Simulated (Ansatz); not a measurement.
A substitution series on Si: NH2 to OH

On one Si centre that keeps F, n of the NH2 ligands are replaced by OH. The HOMO–LUMO gap y in eV at wB97X-V/def2-TZVPP. Shapes, held fixed at every level: PBE0-D4/def2-TZVP. Flexible molecules stand in one conformer, not always the lowest. Programs: Ansatz 0.2.0.

| molecule | n | y (eV) |
| --- | --- | --- |
| Si(NH2)3F | 0 | 12.72 |
| Si(NH2)2(OH)F | 1 | ? |
| Si(NH2)(OH)2F | 2 | 12.97 |
| Si(OH)3F | 3 | 14.66 |

Task: Fit y = c + s·n to the known rows and predict Si(NH2)2(OH)F.

Result: 
1. Means of the 3 rows: n = 1.66667, y = 13.450.
2. Σ(Δn)² = 4.6667, Σ(Δn·Δy) = 2.67, so the slope is 2.67/4.6667 = 0.57214.
3. Intercept: 13.450 − (0.57214) × 1.66667 = 12.496. The largest residual of the fit is 0.67.
4. Si(NH2)2(OH)F: 12.496 + (0.57214) × 1 = 13.07 eV.

The run gave 12.82 eV, so the prediction is off by +0.25 eV, within the scatter of the fit. The step per swap changes from +0.10 to +1.69 eV along the series, so a line misses the bend. Other levels give for Si(NH2)2(OH)F: r2SCAN-D4/def2-TZVPP 7.10; B3LYP-D4/def2-TZVPP 7.77; BHLYP-D4/def2-TZVPP 10.45 eV. Orbital gaps aren't excitation energies, and the LUMO depends on the basis. The series runs otherwise at SPW92/def2-TZVPP.

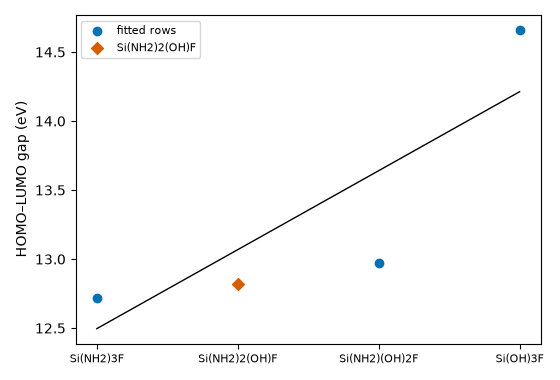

The fitted line, with the withheld member.
